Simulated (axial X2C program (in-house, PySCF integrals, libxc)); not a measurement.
**Relativistic diatomic calculation for MoCl**

- system: MoCl, single determinant with M_S = 5/2 and |Λ| = 1 (not the lowest found).
- method: PBE0, spin-free X2C-1e, Mo dyall-cv3z, Cl dyall-av3z (cores contracted) (axial X2C program (in-house, PySCF integrals, libxc))

## Summary

- outcome: converged
- bond length rₑ: 2.337 Å
- ωₑ: 346.8 cm⁻¹
- energy at the minimum: −4509.60958 hartree
- depth below the fragments: 2.23 eV
- largest ⟨S²⟩ along the curve: 8.79
- hardware: 1 thread of Intel Xeon (Sapphire Rapids), 16 GiB of memory available, shared host
- wall time: 7.1 s
- peak memory: 0.85 GiB

## Remarks

Limits: 5 of the 10 points asked for were kept.

## The input
```
{"zs": [42, 17], "q": 0, "bas": ["dyall-cv3z", "dyall-av3z"], "levels": ["PBE0", "HF", "TPSS"], "cc": true, "r0": 2.37, "thr": -1.0, "nmax": 90, "npts": 10, "nst": 2, "ntry": 6}
```

The line is the task of a batch: nuclear charges, charge, bases, the levels to run, a first guess of the distance and further settings. This report covers PBE0 without spin-orbit coupling. The log is that of the reference distance 2.296 Å, started from orbitals converged before.

The run was one of a batch that the task file lists, launched with:
```bash
python <driver script> task.json out
```

## Log
```
spin-free X2C-1e  PBE0
basis functions 216  fitting functions 990  grid points 5081
iter        total energy     max residual
   1      -4509.609216760     4.24e-05
   2      -4509.609216796     3.57e-05
   3      -4509.609216804     2.33e-05
   4      -4509.609216809     8.91e-06
converged
one-electron -6547.78798086  Coulomb 2026.35598242  exact exchange -37.57122685  xc functional -115.16719736  nuclear repulsion 164.56120583
```

## The points of the curve

| R (Å) | E (hartree) | dipole (D; origin at the first atom, positive when the second is positive) | highest filled (eV) | lowest empty (eV) |
| --- | --- | --- | --- | --- |
| 2.158 | −4509.600947 | 0.08 | −4.62 | −4.32 |
| 2.227 | −4509.606646 | −0.42 | −4.79 | −4.45 |
| 2.296 | −4509.609217 | −0.92 | −4.96 | −4.57 |
| 2.376 | −4509.609268 | −1.50 | −5.14 | −4.72 |
| 2.457 | −4509.607020 | −2.06 | −5.30 | −4.86 |

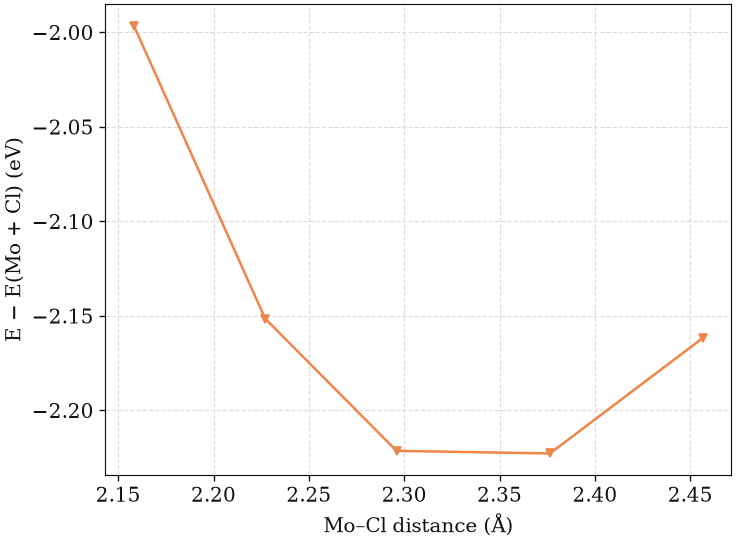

**Figure 1.** Energy at 5 bond lengths, for one set of occupations held fixed; the line joins the points. A polynomial of degree 3 through 5 points gives rₑ = 2.337 Å, ωₑ = 346.8 cm⁻¹ and Bₑ = 0.1198 cm⁻¹. The minimum lies 2.23 eV below Mo + Cl, each computed as one determinant at the same level.

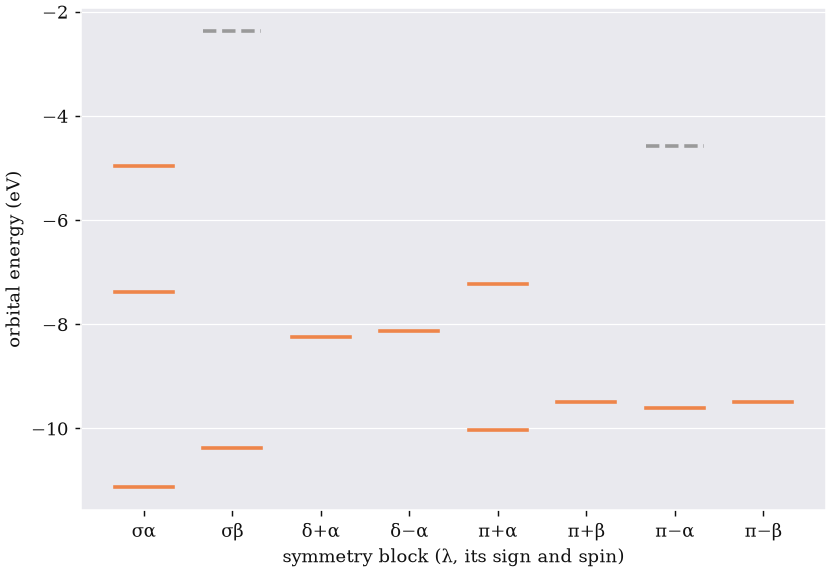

**Figure 2.** Orbital energies near the frontier at 2.30 Å, filled (solid) and empty (dashed); a label such as π−α means λ = −1 and α spin. The highest filled orbital (σα; 43 % Mo s, 31 % Mo p) lies at −4.96 eV, the lowest empty one (π−α; 78 % Mo d, 13 % Cl p) at −4.57 eV.
